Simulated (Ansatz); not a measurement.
Input file:

```
crystal:
  lattice:
    - [-1.9159625763, 1.9159625763, 4.5548647592]
    - [1.9159625763, -1.9159625763, 4.5548647592]
    - [1.9159625763, 1.9159625763, -4.5548647592]
  atoms:
    - { symbol: Pr, position: [0.0209950442, 0.0209950442, 0.0] }
    - { symbol: Be, position: [0.3943351482, 0.3943351482, 0.0] }
    - { symbol: Be, position: [0.2767338622, 0.7767338622, 0.5] }
    - { symbol: Be, position: [0.7767338622, 0.2767338622, 0.5] }
    - { symbol: Si, position: [0.6462020934, 0.6462020934, 0.0] }
basis:
  ecutwfc: 660
kpoints:
  mp_grid: { grid: [12, 12, 12] }
hamiltonian:
  xc: pbe
  pseudopotentials:
    kind: paw
    azcp: { Pr: "pseudopotentials/pbe/nc/lanthanide_3plus/Pr.nc.azcp" }
scf:
  occupations: { method: gaussian, width: 0.1 }
output:
  forces: true
  stress: true
  eigenvalues: true
  write_density: true
  write_potential: true
  elf: true
  volumetric_format: npy
relax:
  adjacent_minimum: "off"
  f_tol: 0.01
  max_steps: 30
  cell: { stress_tol: 0.1, fix: [volume] }
```

Launched as:

```sh
ansatz run input.yaml --threads 1 --pin off --max-ram 2816MiB --backend cpu --events-out ev --progress --plain --runs-dir out
```

Below, planes, directions and counts refer to the conventional cell (a = 3.84 Å, b = 3.84 Å, c = 9.09 Å, α = 90.00°, β = 90.00°, γ = 90.00°).

The fields are those of the run's last geometry, not of the input's.

Space group I4mm; a generated structure, not necessarily the stable one; changed on purpose from its base cell (volume × 0.91, shape and atoms relaxed); computed pressure about 11 GPa in this cell; computed without spin polarisation; no Hubbard U on the f states and no spin–orbit coupling.

Computed with DFT PBE, scalar-relativistic, plane waves, PAW; 4f electrons in the core of a trivalent norm-conserving potential in Ansatz.

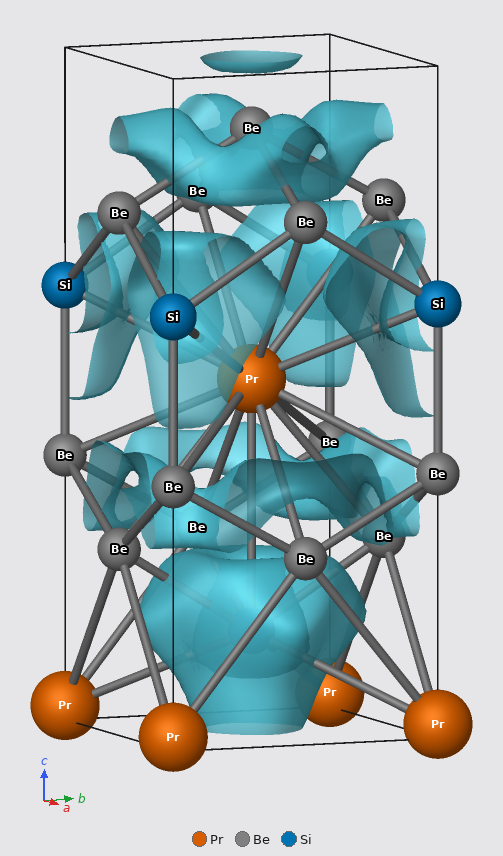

PrBe3Si. Isosurface of the electron localisation function at 0.65 (cyan), seen slightly off an axis. Core shells and regions of very low density are left out. Sticks mark near contacts.

Where are the electrons localised?

Answer. At this value the surface marks out two regions wrapped around Si (the valence shell of each) and sheets that run through the cell in two directions, counted in one cell of 10 atoms. Regions shared between cells count once. Profiles from the grid: Be–Be (2.19 Å): the ELF peaks at about 0.75 between the atoms. Be–Si (2.26 Å): the ELF peaks at about 0.80 between the atoms.
